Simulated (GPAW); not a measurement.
Band structure of Rh (Fm-3m, 1 atom in the cell).

```
CELL_PARAMETERS angstrom
      0.00000     1.85960     1.85960
      1.85960     0.00000     1.85960
      1.85960     1.85960     0.00000
ATOMIC_POSITIONS crystal
  Rh 0.00000 0.00000 0.00000
```

Level of theory: PBE, GPAW PAW datasets PBE (gpaw-data 1.0.1) (plane waves; GPAW 25.7.0).

Settings: mode = pw; ecut = 550 eV; xc = PBE; kpts = 12 12 12; mesh shift (steps) = 0 0 0; occupations.name = methfessel-paxton; occupations.width = 0.2 eV; occupations.order = 0; nbands = -5; convergence.forces = 0.001 eV/Å; symmetry.symmorphic = false; symmetry.tolerance = 0.0005; maxiter = 120; bandpath_npoints = 40.

The starting cell comes from a database of computed structures (which also holds hypothetical and non-ambient phases and stackings), without a prior relaxation at this level. Its lattice was rescaled by a random factor within 2.5 % of one. Spin polarisation is off.

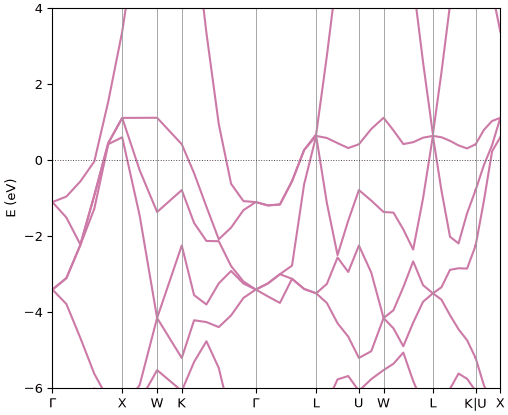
Figure. Bands along the path, energies from the Fermi level.

Levels in eV from the Fermi level, bands 4 to 11:
| point | 4 | 5 | 6 | 7 | 8 | 9 | 10 | 11 |
|---|---|---|---|---|---|---|---|---|
| Γ | -8.43 | -3.41 | -3.41 | -3.41 | -1.10 | -1.10 | 16.32 | 22.44 |
| X | -6.95 | -6.53 | 0.60 | 1.11 | 1.11 | 3.38 | 13.14 | 14.12 |
| W | -5.53 | -4.16 | -4.16 | -1.36 | 1.12 | 10.28 | 10.28 | 11.98 |
| K | -6.07 | -5.21 | -2.25 | -0.79 | 0.42 | 8.43 | 9.10 | 12.84 |
| L | -6.66 | -3.50 | -3.50 | 0.64 | 0.64 | 0.68 | 9.37 | 15.78 |
| U | -6.07 | -5.21 | -2.25 | -0.79 | 0.42 | 8.43 | 9.10 | 12.84 |

Bands cross the Fermi level along this path, so the cell is metallic at this level.
